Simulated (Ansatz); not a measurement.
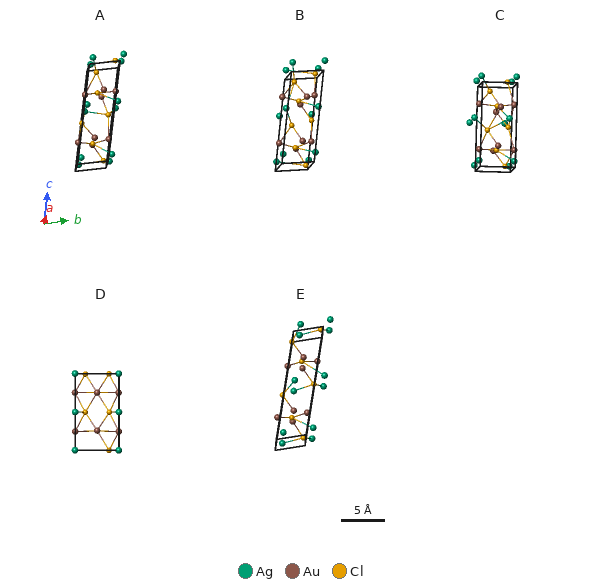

5 geometries from one relaxation of solid AgAu₂Cl₃ (built on the LaAl2Cu3-65 type type), in shuffled order. Style: ball-and-stick. Shown: the cell of the calculation, along the a axis.

Case: shaken.

All numbers below come from Ansatz, DFT, PBEsol, plane waves, PAW. (plane-wave cutoff 420 eV; k-point mesh 4 × 4 × 2; occupations fermi dirac; smearing width 0.05 eV; no spin polarisation; cell and atoms relaxed; force threshold 0.01 eV/Å; at most 120 steps)

Order the frames from highest to lowest energy.

D, C, B, A, E. They are steps 0, 11, 31, 55, 82, at +322 meV per atom, +104 meV per atom, +37.3 meV per atom, +27.5 meV per atom relative to the last. The largest moves relative to the cell, 1.57 Å, are those of Cl atoms. Largest moves by element: Cl 1.57 Å, Ag 1.41 Å, Au 0.40 Å. The volume changes by +5.0 %, with a 5.983 → 7.071 Å (+18.2 %), b 5.817 → 4.705 Å (−19.1 %), c 8.972 → 12.952 Å (+44.4 %), α 89.8° → 82.0°, β 90.7° → 71.7°, γ 118.4° → 128.1°. Near-neighbour distances that change, for instance: Au–Cl 2.657 → 5.054 Å, Au–Cl 2.807 → 5.159 Å, Au–Cl 2.685 → 5.019 Å, Au–Cl 2.776 → 5.094 Å. New bonds form: Ag–Cl (3.74 → 2.87 Å), Ag–Cl (4.04 → 2.64 Å), Ag–Cl (4.06 → 2.58 Å). Bonds break: Au–Cl (2.64 → 3.75 Å), Au–Cl (2.64 → 4.00 Å), Au–Cl (2.66 → 3.55 Å), Au–Cl (2.66 → 5.05 Å). Bond angles that change, for instance: Cl–Ag–Cl 178.4° → 101.9°, Cl–Ag–Cl 177.0° → 104.1°, Ag–Cl–Au 92.1° → 116.7°. The space group stays P1 (No. 1). After 70 accepted moves (82 points after the start) the energy has fallen by 322 meV per atom. Largest force component: 0.39 eV/Å at the start, 0.0056 eV/Å at the end. Pressure: −0.88 GPa at the start and 0.01 GPa at the end. The line search rejected the trial steps at points 17, 29, 42, 43, 53, 56, 69, 76 of the run. At 4 points the geometry stayed and the basis and grid were re-selected for the new cell (energy shift of 12.9 meV per atom at most each time).
